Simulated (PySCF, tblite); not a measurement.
**C4H10BNO2: geometry, infrared bands and NMR shifts**

What infrared bands and NMR shifts should C4H10BNO2 (`C#C[B@H-]([NH3+])OCOC`) show?

Programs: tblite 0.8.0 and PySCF 2.14.0, with density-fitted response routines of our own. Each step states its level of theory. These are calculated values for one molecule in the gas phase, unless marked as measured. Atoms count from 0, in the outputs and in this text.

## (1) The molecule as given

18 atoms, charge 0, multiplicity 1; geometry from: force field or distance geometry start.

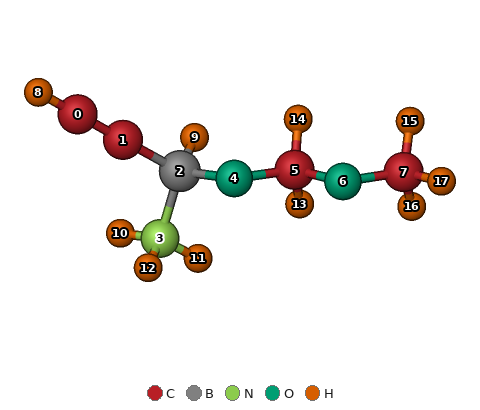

The starting geometry (carbon red, boron grey, nitrogen green, oxygen teal, hydrogen orange), atoms numbered.

## (2) Geometry optimisation with GFN2-xTB

Job settings and geometry (Å):

```
{"job": {"kind": "relax", "xc": "GFN2-xTB", "basis": "xTB"}, "charge": 0, "multiplicity": 1}
C      3.594500     0.012700     1.199000
C      2.565000    -0.170500     0.570400
B      1.274100    -0.423400    -0.212700
N      1.555400    -0.323800    -1.733300
O      0.270900     0.626400     0.174400
C     -1.042700     0.103200     0.186200
O     -1.929500     1.162100     0.470500
C     -3.244300     0.668700     0.514600
H      4.483100     0.179700     1.745000
H      0.885100    -1.526800     0.052800
H      2.292400    -1.024700    -1.987600
H      0.683900    -0.552300    -2.261200
H      1.873700     0.633400    -1.961400
H     -1.287500    -0.342000    -0.807400
H     -1.117200    -0.666900     0.988000
H     -3.377800    -0.094700     1.325900
H     -3.549400     0.245100    -0.471300
H     -3.938300     1.500000     0.736600
```

The run is started by

```console
OMP_NUM_THREADS=1 python probes_run.py task.json out
```

The driver reads the jobs from task.json and runs them one after another.

Log:

```text
step      E/eV     max force
  0    -703.98409    2.818
  1    -704.08073    6.738
  2    -704.22551    1.919
  3    -704.28823    0.760
  4    -704.30612    0.395
  5    -704.32359    0.570
  6    -704.33010    0.300
  7    -704.33509    0.182
  8    -704.33916    0.232
  9    -704.34314    0.217
 10    -704.34608    0.139
 11    -704.34853    0.117
 12    -704.35095    0.148
 13    -704.35348    0.176
 14    -704.35599    0.149
 15    -704.35843    0.145
 16    -704.36084    0.114
 17    -704.36354    0.140
 18    -704.36661    0.173
 19    -704.36953    0.162
 20    -704.37193    0.120
 21    -704.37404    0.099
 22    -704.37618    0.102
 23    -704.37834    0.131
 24    -704.38047    0.136
 25    -704.38240    0.123
 26    -704.38397    0.111
 27    -704.38513    0.075
 28    -704.38607    0.065
 29    -704.38701    0.077
 30    -704.38790    0.075
 31    -704.38868    0.075
 32    -704.38938    0.072
 33    -704.39013    0.079
 34    -704.39090    0.066
 35    -704.39158    0.066
 36    -704.39210    0.060
 37    -704.39250    0.041
 38    -704.39287    0.042
 39    -704.39330    0.051
 40    -704.39373    0.052
 41    -704.39408    0.041
 42    -704.39435    0.039
 43    -704.39459    0.035
 44    -704.39482    0.032
 45    -704.39503    0.035
 46    -704.39522    0.032
 47    -704.39540    0.032
 48    -704.39557    0.030
 49    -704.39570    0.025
 50    -704.39580    0.019
 51    -704.39588    0.022
 52    -704.39595    0.024
 53    -704.39605    0.026
 54    -704.39618    0.027
 55    -704.39638    0.035
 56    -704.39666    0.053
 57    -704.39705    0.067
 58    -704.39752    0.061
 59    -704.39799    0.046
 60    -704.39838    0.042
 61    -704.39872    0.046
 62    -704.39902    0.064
 63    -704.39936    0.057
 64    -704.39985    0.058
 65    -704.40045    0.071
 66    -704.40101    0.061
 67    -704.40146    0.056
 68    -704.40184    0.060
 69    -704.40230    0.070
 70    -704.40295    0.104
 71    -704.40436    0.122
 72    -704.40592    0.107
 73    -704.40714    0.110
 74    -704.40844    0.084
 75    -704.40937    0.140
 76    -704.41080    0.098
 77    -704.41302    0.097
 78    -704.41462    0.087
 79    -704.41609    0.111
 80    -704.41780    0.100
 81    -704.42009    0.162
 82    -704.42399    0.227
 83    -704.42926    0.243
 84    -704.43149    0.340
 85    -704.43783    0.169
 86    -704.44459    0.206
 87    -704.44405    0.636
 88    -704.46126    0.217
 89    -704.47154    0.244
 90    -704.46568    0.726
 91    -704.48640    0.140
 92    -704.49195    0.170
 93    -704.49226    0.548
 94    -704.50229    0.138
 95    -704.50545    0.168
 96    -704.51174    0.526
 97    -704.52189    0.228
 98    -704.52749    0.161
 99    -704.53763    0.237
100    -704.54245    0.154
101    -704.54837    0.216
102    -704.55671    0.416
103    -704.56325    0.246
104    -704.57574    0.283
105    -704.58176    0.364
106    -704.58636    0.542
107    -704.59543    0.195
108    -704.59957    0.188
109    -704.60424    0.224
110    -704.61118    0.212
111    -704.61516    0.179
112    -704.61742    0.163
113    -704.61859    0.186
114    -704.62141    0.111
115    -704.62361    0.132
116    -704.62676    0.105
117    -704.62961    0.146
118    -704.63354    0.200
119    -704.63680    0.167
120    -704.64249    0.158
121    -704.64609    0.215
122    -704.65005    0.174
123    -704.65420    0.187
124    -704.65719    0.154
125    -704.65989    0.142
126    -704.66340    0.134
127    -704.66569    0.096
128    -704.66722    0.225
129    -704.66835    0.079
130    -704.66924    0.090
131    -704.67046    0.091
132    -704.67171    0.075
133    -704.67396    0.073
134    -704.67529    0.107
135    -704.67732    0.084
136    -704.67935    0.155
137    -704.68139    0.120
138    -704.68359    0.105
139    -704.68602    0.156
140    -704.68909    0.183
141    -704.69273    0.209
142    -704.69728    0.161
143    -704.70097    0.162
144    -704.70364    0.378
145    -704.70556    0.107
146    -704.70705    0.094
147    -704.70829    0.099
148    -704.70935    0.098
149    -704.71091    0.109
150    -704.71373    0.153
151    -704.71637    0.246
152    -704.71992    0.211
153    -704.72325    0.343
154    -704.72666    0.262
155    -704.73069    0.198
156    -704.73426    0.178
157    -704.73764    0.152
158    -704.73970    0.134
159    -704.74262    0.142
160    -704.74543    0.129
161    -704.74731    0.097
162    -704.74885    0.093
163    -704.74910    0.158
164    -704.75067    0.124
165    -704.75119    0.047
166    -704.75156    0.031
167    -704.75183    0.024
168    -704.75194    0.023
169    -704.75205    0.019
170    -704.75213    0.017
171    -704.75219    0.017
172    -704.75224    0.017
173    -704.75232    0.018
174    -704.75244    0.021
175    -704.75259    0.031
176    -704.75276    0.040
177    -704.75290    0.037
178    -704.75304    0.043
179    -704.75319    0.047
180    -704.75337    0.043
181    -704.75359    0.035
182    -704.75383    0.041
183    -704.75413    0.049
184    -704.75452    0.051
185    -704.75502    0.052
186    -704.75555    0.047
187    -704.75597    0.055
188    -704.75624    0.055
189    -704.75647    0.029
190    -704.75665    0.020
191    -704.75680    0.031
192    -704.75688    0.032
193    -704.75700    0.034
194    -704.75721    0.039
195    -704.75736    0.031
196    -704.75748    0.019
197    -704.75752    0.011
198    -704.75754    0.010
199    -704.75755    0.010
200    -704.75756    0.006
```

Run time: 2.7 s. Hardware: 1 thread of Intel Xeon at 2.50GHz, shared host; peak memory 0.18 GiB.

Relaxation path: (not every step is listed)

| step | energy from step 0 (eV) | largest force (eV/Å) |
| --- | --- | --- |
| 0 | 0.0000 | 2.8177 |
| 1 | -0.0966 | 6.7377 |
| 2 | -0.2414 | 1.9187 |
| 3 | -0.3041 | 0.7603 |
| 4 | -0.3220 | 0.3947 |
| 5 | -0.3395 | 0.5700 |
| 6 | -0.3460 | 0.2997 |
| 7 | -0.3510 | 0.1815 |
| 8 | -0.3551 | 0.2317 |
| 26 | -0.3999 | 0.1107 |
| 44 | -0.4107 | 0.0322 |
| 62 | -0.4149 | 0.0638 |
| 80 | -0.4337 | 0.1004 |
| 98 | -0.5434 | 0.1605 |
| 116 | -0.6427 | 0.1046 |
| 134 | -0.6912 | 0.1072 |
| 152 | -0.7358 | 0.2109 |
| 170 | -0.7680 | 0.0172 |
| 188 | -0.7722 | 0.0551 |
| 195 | -0.7733 | 0.0314 |
| 196 | -0.7734 | 0.0195 |
| 197 | -0.7734 | 0.0110 |
| 198 | -0.7734 | 0.0102 |
| 199 | -0.7735 | 0.0100 |
| 200 | -0.7735 | 0.0059 |

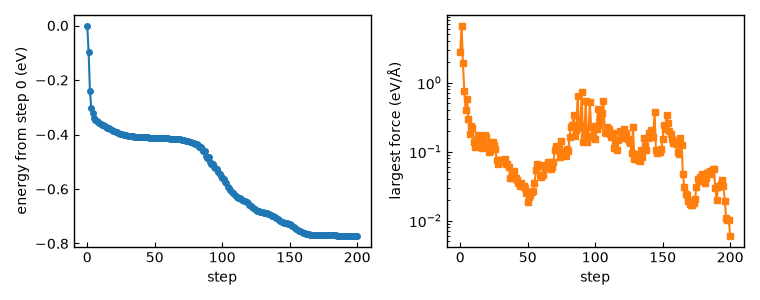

Energy and force, step by step.

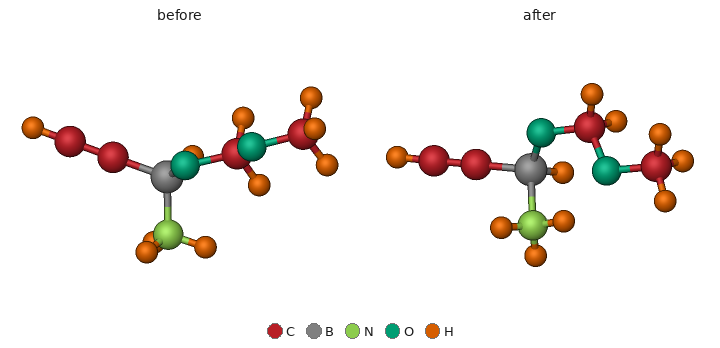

Before and after, at one scale.

Close pairs (by a distance rule), those that changed most:

| bond | before (Å) | after (Å) | change (Å) |
| --- | --- | --- | --- |
| B2–N3 | 1.550 | 1.692 | +0.142 |
| O4–C5 | 1.414 | 1.350 | -0.064 |
| B2–O4 | 1.503 | 1.464 | -0.039 |
| N3–H10 | 1.048 | 1.014 | -0.034 |
| N3–H11 | 1.044 | 1.013 | -0.031 |
| C5–O6 | 1.410 | 1.438 | +0.028 |
| C7–H15 | 1.122 | 1.096 | -0.026 |
| C0–C1 | 1.220 | 1.201 | -0.019 |

The final coordinates are the input of the step that follows.

## (3) Infrared spectrum with GFN2-xTB

Job settings and geometry (Å):

```
{"job": {"kind": "ir", "xc": "GFN2-xTB", "basis": "xTB"}, "charge": 0, "multiplicity": 1}
C      3.854798    -0.704146     0.604004
C      2.685165    -0.670555     0.333807
B      1.178863    -0.647763    -0.030860
N      1.037168     0.398856    -1.352270
O      0.387269     0.017663     1.005696
C     -0.957152    -0.085891     0.937685
O     -1.472003     0.660175    -0.178279
C     -2.869818     0.610516    -0.273392
H      4.877200    -0.737589     0.850842
H      0.727627    -1.692082    -0.404329
H      1.594079     1.223048    -1.154441
H      1.313312    -0.018014    -2.233518
H      0.044977     0.646253    -1.334254
H     -1.302974    -1.136163     0.818877
H     -1.396315     0.328439     1.862407
H     -3.341675     1.028470     0.623348
H     -3.220274    -0.420895    -0.405834
H     -3.149006     1.205995    -1.141129
```

Log:

```text
mode    cm-1     km/mol
  1      50.6      0.67
  2      80.6      5.96
  3     108.3      3.77
  4     151.8      8.75
  5     182.9     19.34
  6     201.5      1.03
  7     223.5      4.75
  8     284.7     14.41
  9     315.0      4.79
 10     335.0      0.54
 11     389.7     11.25
 12     432.1      1.56
 13     545.9     31.01
 14     560.1     67.00
 15     664.3     10.23
 16     671.1      3.79
 17     704.2     43.88
 18     732.6    112.49
 19     861.4    117.62
 20     909.3     48.12
 21     921.6    124.68
 22    1022.9    131.47
 23    1082.9    114.76
 24    1085.5    159.42
 25    1125.2    126.66
 26    1139.8     13.39
 27    1150.3    120.66
 28    1188.3    170.46
 29    1208.3    244.99
 30    1262.2     11.95
 31    1365.3     39.46
 32    1407.4      0.21
 33    1460.4     24.85
 34    1466.7      8.09
 35    1479.3      8.95
 36    1491.4     20.21
 37    1494.1     43.03
 38    2236.2      2.62
 39    2385.9    223.87
 40    2720.2    126.17
 41    2829.0     94.36
 42    2899.3     54.41
 43    2926.0     58.49
 44    3017.0     24.48
 45    3290.1    235.59
 46    3351.9      8.58
 47    3431.3     14.06
 48    3452.8     11.01
```

Run time: 1.2 s. Hardware: 1 thread of Intel Xeon at 2.50GHz, shared host; peak memory 0.18 GiB.

The strongest bands and the atoms that carry them (share of the mass-weighted mode):

| cm⁻¹ | km/mol | atoms |
| --- | --- | --- |
| 1023 | 131.5 | H9 80 % |
| 1086 | 159.4 | C5 20 %, H14 18 %, H13 15 %, O6 14 % |
| 1125 | 126.7 | H9 36 %, B2 33 % |
| 1188 | 170.5 | C5 30 %, O4 25 %, H17 12 % |
| 1208 | 245.0 | H12 39 %, H10 25 %, H11 21 %, N3 13 % |
| 2386 | 223.9 | H9 93 % |
| 2720 | 126.2 | H13 90 % |
| 3290 | 235.6 | H12 93 % |

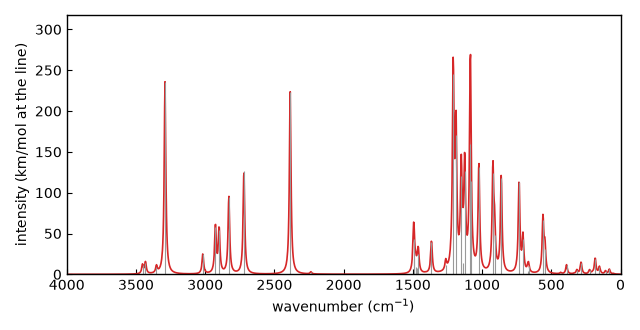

The infrared spectrum from these modes, unscaled. Lines are broadened to a width of 14 cm⁻¹ (Lorentzian).

## (4) Nuclear shieldings: PBE0/pcSseg-1

The job, as its differences from that of step 3:

```diff
@@ -1,2 +1,2 @@
-{"job": {"kind": "ir", "xc": "GFN2-xTB", "basis": "xTB"}, "charge": 0, "multiplicity": 1}
+{"job": {"kind": "nmr", "xc": "PBE0", "basis": "pcSseg-1"}, "charge": 0, "multiplicity": 1}
 C      3.854798    -0.704146     0.604004
```

With the program's defaults for keys left out, this is: GIAO PBE0/pcSseg-1 NMR shielding, non-relativistic, gas phase.

Log:

```text
coarse grid: 14864 points
cycle   1  E = -387.7758346257  dE =  1.001e+00  |g| = 8.430e-01  |ddm| = 3.571e+00
cycle   2  E = -387.6299279302  dE =  1.459e-01  |g| = 1.229e+00  |ddm| = 1.989e+00
cycle   3  E = -387.9145234168  dE = -2.846e-01  |g| = 1.664e-01  |ddm| = 1.305e+00
cycle   4  E = -387.9191430469  dE = -4.620e-03  |g| = 8.842e-02  |ddm| = 1.671e-01
cycle   5  E = -387.9208193033  dE = -1.676e-03  |g| = 3.088e-02  |ddm| = 7.240e-02
cycle   6  E = -387.9210496889  dE = -2.304e-04  |g| = 4.988e-03  |ddm| = 2.596e-02
cycle   7  E = -387.9210543698  dE = -4.681e-06  |g| = 2.106e-03  |ddm| = 5.260e-03
final grid: 143168 points
cycle   8  E = -387.9844569682  dE = -5.081e-05  |g| = 1.266e-02  |ddm| = 3.204e-02
cycle   9  E = -387.9844310777  dE =  2.589e-05  |g| = 1.766e-02  |ddm| = 1.806e-02
cycle  10  E = -387.9844862505  dE = -5.517e-05  |g| = 1.602e-03  |ddm| = 1.117e-02
cycle  11  E = -387.9844867913  dE = -5.408e-07  |g| = 4.911e-04  |ddm| = 1.624e-03
cycle  12  E = -387.9844868333  dE = -4.195e-08  |g| = 2.725e-04  |ddm| = 4.991e-04
cycle  13  E = -387.9844868519  dE = -1.862e-08  |g| = 4.233e-05  |ddm| = 2.313e-04
cycle  14  E = -387.9844868522  dE = -3.649e-10  |g| = 1.140e-05  |ddm| = 3.670e-05
converged SCF energy = -387.9844868522

GIAO shielding tensors (ppm)
atom      isotropic    diamagn.    paramagn.     s11        s22        s33       span
  0 C       96.637     261.758    -165.122     22.198     23.983    243.729    221.531
  1 C       87.497     258.873    -171.375    -18.293    -13.779    294.563    312.856
  2 B      109.024     185.461     -76.437    100.932    103.758    122.382     21.450
  3 N      205.481     319.701    -114.220    188.631    210.768    217.042     28.411
  4 O      235.275     395.452    -160.178    170.528    194.262    341.034    170.507
  5 C       81.451     240.617    -159.165     52.170     78.877    113.306     61.136
  6 O      283.718     403.022    -119.303    224.637    299.147    327.371    102.734
  7 C      132.777     240.856    -108.079    101.734    111.239    185.357     83.624
  8 H       30.170      33.987      -3.816     25.220     25.318     39.973     14.754
  9 H       28.553      30.002      -1.448     27.064     27.967     30.628      3.564
 10 H       29.197      30.773      -1.576     24.968     26.271     36.352     11.384
 11 H       29.421      29.690      -0.269     24.349     24.932     38.982     14.633
 12 H       26.020      32.144      -6.125     15.618     22.374     40.066     24.447
 13 H       26.729      30.250      -3.520     23.006     27.260     29.922      6.916
 14 H       26.527      29.253      -2.727     22.127     26.966     30.488      8.361
 15 H       28.447      27.181       1.265     24.402     26.016     34.922     10.519
 16 H       28.423      27.948       0.475     24.268     26.416     34.585     10.317
 17 H       27.989      27.772       0.218     23.902     25.688     34.378     10.476
```

Wall time 76 s (1 thread of Intel Xeon at 2.50GHz, shared host); peak memory 0.83 GiB.

Shifts follow as δ = σ(reference) − σ, with reference shieldings (ppm) from runs at the same level and on the same kind of geometry: ¹H TMS 31.72, ¹³C TMS 186.9, ¹⁵N NH3 267.7, ¹⁷O H2O 336.1, ¹¹B BF3·OEt2 100.1. The references are single molecules in the gas phase, so shifts against H2O, NH3, PH3, H3PO4 or CFCl3 are not on the usual liquid scales and can be off by tens of ppm. Atoms listed in one row are averaged.

| atoms | environment | σ (ppm) | δ (ppm) | δ scaled to CDCl3 |
| --- | --- | --- | --- | --- |
| C5 | sp3 carbon bearing two oxygens | 81.5 | 105.5 | 101.0 |
| C1 | alkyne carbon | 87.5 | 99.4 | 95.1 |
| C0 | terminal alkyne carbon | 96.6 | 90.3 | 86.2 |
| C7 | methyl carbon bonded to O | 132.8 | 54.1 | 50.9 |
| H14 | hydrogen on an sp3 carbon bearing two oxygens | 26.53 | 5.19 | 5.00 |
| H13 | hydrogen on an sp3 carbon bearing two oxygens | 26.73 | 4.99 | 4.81 |
| H10, H11, H12 | hydrogen on a donor nitrogen of a Lewis adduct | 28.21 | 3.50 | – |
| H15, H16, H17 | hydrogen on a methyl carbon bonded to O | 28.29 | 3.43 | 3.34 |
| H9 | hydrogen on a boron bonded to C, N, O | 28.55 | 3.16 | – |
| H8 | hydrogen on a terminal alkyne carbon | 30.17 | 1.55 | 1.56 |
| B2 | boron bonded to C, N, O, H | 109.0 | -9.0 | – |
| N3 | donor nitrogen of a Lewis adduct | 205.5 | 62.2 | – |
| O4 | oxygen bonded to C, B | 235.3 | 100.8 | – |
| O6 | ether oxygen | 283.7 | 52.4 | – |

The scaled column applies a straight-line fit of computed shieldings to shifts measured in CDCl3 (root-mean-square error 0.16 ppm for H, 1.9 ppm for C).

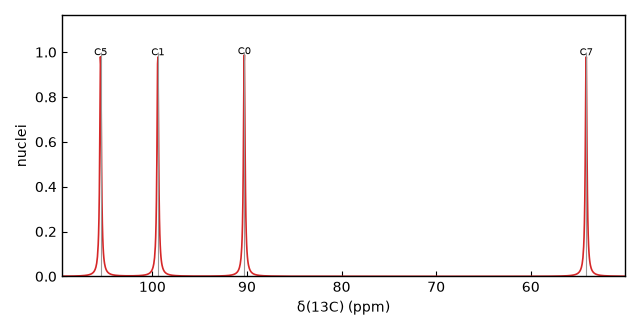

¹³C lines at the computed shifts, without couplings. Lines are broadened to a width of 0.21 ppm (Lorentzian).

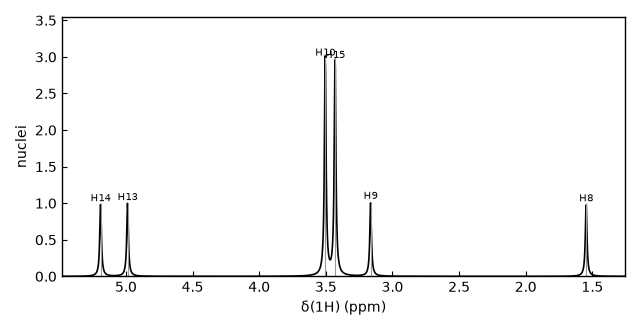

¹H lines at the computed shifts, without couplings. Lines are broadened to a width of 0.01 ppm (Lorentzian).

The run also stored atomic charges by several schemes (e):

| atoms | Mulliken | IAO | Hirshfeld | ESP fit |
| --- | --- | --- | --- | --- |
| C0 | -0.34 | -0.26 | -0.14 | -0.25 |
| C1 | -0.02 | -0.13 | -0.14 | -0.48 |
| B2 | 0.45 | 0.10 | 0.08 | 0.90 |
| N3 | -0.36 | -0.47 | -0.11 | -0.80 |
| O4 | -0.54 | -0.44 | -0.21 | -0.53 |
| C5 | 0.33 | 0.15 | 0.07 | 0.15 |
| O6 | -0.58 | -0.42 | -0.13 | -0.23 |
| C7 | -0.03 | -0.21 | -0.04 | -0.28 |

Mulliken charges:

C0 -0.34; C1 -0.02; B2 0.45; N3 -0.36; O4 -0.54; C5 0.33; O6 -0.58; C7 -0.03; H8 0.04; H9 -0.11; H10 0.22; H11 0.22; H12 0.24; H13 0.07; H14 0.10; H15 0.10; H16 0.10; H17 0.12

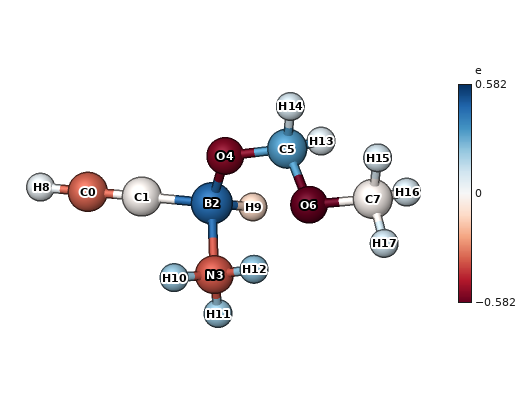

Mulliken charges, as colours on the atoms.

Mayer bond orders: C0–C1 2.59, C1–B2 0.90, B2–N3 0.58, B2–O4 0.93, O4–C5 1.06, C5–O6 0.84, O6–C7 0.92.

## (5) Results

```
                                                              quantity                                   value
                             strongest single infrared mode (GFN2-xTB)                   1208 cm⁻¹, 245 km/mol
                                          zero-point energy (GFN2-xTB)                           89.1 kcal/mol
                                ¹³C shifts against TMS (PBE0/pcSseg-1)             105.5, 99.4, 90.3, 54.1 ppm
¹H shifts against TMS (PBE0/pcSseg-1, means over atoms taken as alike)  5.19, 4.99, 3.50, 3.43, 3.16, 1.55 ppm
                           ¹¹B shifts against BF3·OEt2 (PBE0/pcSseg-1)                                -9.0 ppm
                                ¹⁵N shifts against NH3 (PBE0/pcSseg-1)                                62.2 ppm
                                ¹⁷O shifts against H2O (PBE0/pcSseg-1)                         100.8, 52.4 ppm
```

**Reading.** Relaxing lowered the energy by 0.773 eV in 200 steps; the close pair that moved most is B2–N3, from 1.550 to 1.692 Å. All 48 modes are real, so the xTB geometry is a minimum. The strongest single mode, at 1208 cm⁻¹, is spread over several atoms, H12, H10, H11, N3 among them. Unscaled tight-binding wavenumbers are off by several per cent, some by more. Its intensities can rank the bands wrongly. At PBE0/pcSseg-1: The widest tensor belongs to C1: span 313 ppm, with a paramagnetic part of -171 ppm.
